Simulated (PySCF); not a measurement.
# H₂N₂O, SMILES `O.N#N`: electronic structure

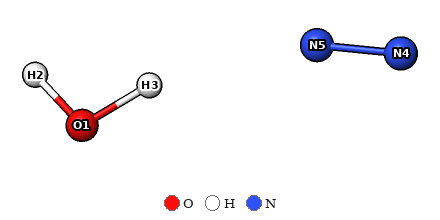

The molecule, with its atoms numbered as below. The pair's geometry is semi-empirical, so its contact may be too short or too long.

Geometry (Å), atoms numbered from 1:

```
O1      -2.1161   -0.1479    0.0006
H2      -2.6677    0.6353   -0.0435
H3      -1.2032    0.1517    0.0335
N4       2.0088   -0.1376   -0.0096
N5       0.9626    0.1942    0.0103
```

## 1. Bonding charge

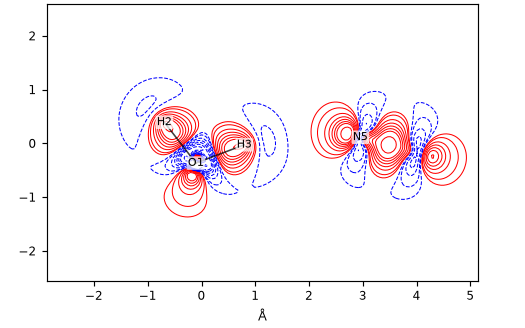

Deformation density (molecule less spherical, spin-averaged free atoms) in the plane of O1, H2, H3 and N5; contours at ±0.05 to ±0.8 e/Å³; solid red lines: gain, dashed blue lines: loss.

PySCF calculation, PBE/6-311G**, gas phase; geometry: GFN2-xTB.

> Describe the bonding that the map shows.

O1–H2: +0.81 e/Å³ at the bond critical point (bond length 0.96 Å, Mayer order 1.0). O1–H3: +0.81 e/Å³ at the bond critical point (bond length 0.96 Å, Mayer order 0.9). In all, 1.1 electrons gather in the regions of gain relative to the promolecule.

> Where do the Hirshfeld charges lie?

The highest Hirshfeld charge is on H2 (+0.15 e), the lowest on O1 (−0.33 e).

```json
{"atom": "O1", "charge (e)": "−0.33"}
{"atom": "H2", "charge (e)": "+0.15"}
{"atom": "H3", "charge (e)": "+0.11"}
{"atom": "N4", "charge (e)": "+0.02"}
{"atom": "N5", "charge (e)": "+0.04"}
```

## 2. Bond critical points

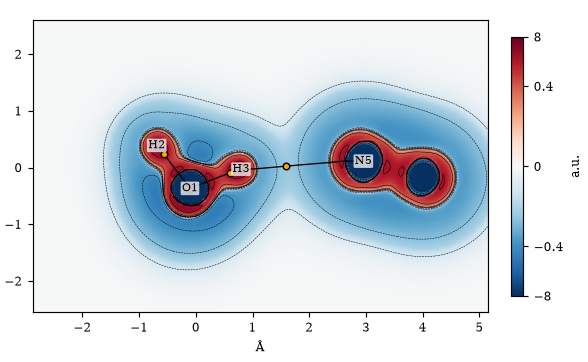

Negative Laplacian of the density (−∇²ρ) in the plane of O1, H2, H3 and N5 (red positive, blue negative, colour scale in a.u., logarithmic beyond ±0.04), with bond paths and bond critical points (dots).

> Sort the bonds in the plane by the sign of ∇²ρ at their critical points.

Concentrated (∇²ρ < 0): O1–H2 (−2.43 a.u.); O1–H3 (−2.45 a.u.). Depleted (∇²ρ > 0): H3–N5 (+0.06 a.u., H = +0.003).

> Where along O1–H3 does the critical point lie?

0.76 Å from O1 and 0.20 Å from H3.

## 3. Local ionisation energy

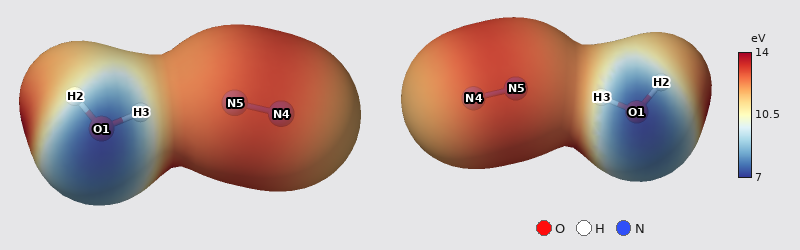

Average local ionisation energy on the surface of electron density 0.001 a.u. (back view left, front view right).

> Locate the minima of the map.

The lowest value is 7.2 eV, 1.8 Å from O1, and at like points elsewhere. Further minima include 11.6 eV, 1.8 Å from N4. For comparison, the highest occupied orbital lies at −6.2 eV.

> What volume does the surface enclose, and what is the dipole moment?

About 62 Å³; the dipole moment is 2.1 D.

## 4. Binding density

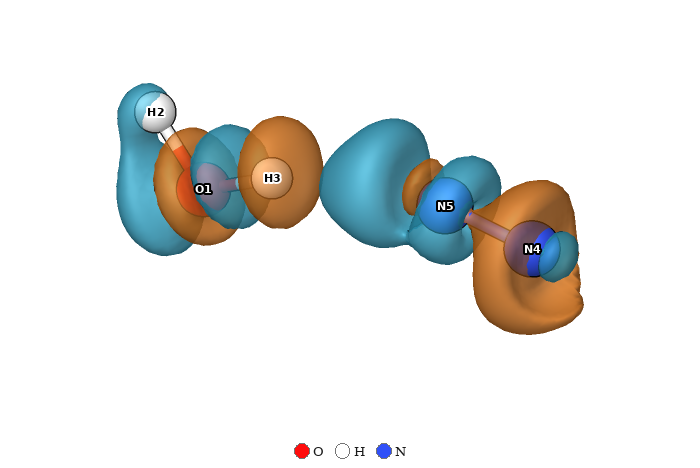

Density of the complex less the densities of the two fragments at the same geometry, ±0.003 e/Å³ (light blue: gain, orange: loss). Fragment A: H2O (atoms 1–3); fragment B: N2.

Computed with PySCF, PBE/6-311G**, geometry: GFN2-xTB.

> How is the density rearranged on binding?

Hirshfeld charges show 0.010 e passing from B to A. By Hirshfeld charges, electrons gather most on O1 (−0.010 e) and leave N4 most (+0.019 e); 0.04 e is displaced in all, which induces a dipole of 0.36 D.

> What is the interaction energy, and which contacts carry it?

The counterpoise-corrected interaction energy of the frozen fragments is −0.9 kcal/mol without dispersion correction and −1.3 kcal/mol with D3(BJ). The pair geometry is semi-empirical, not a minimum at this level. Contacts: H3···N5, hydrogen bond, 2.17 Å, ρ = 0.015 a.u. The pose is a local one from a semi-empirical search, not shown to be the most stable.

The PySCF runs shown took 3.6 s and 6.5 s on 1 thread of Arm Neoverse V2 (shared host).
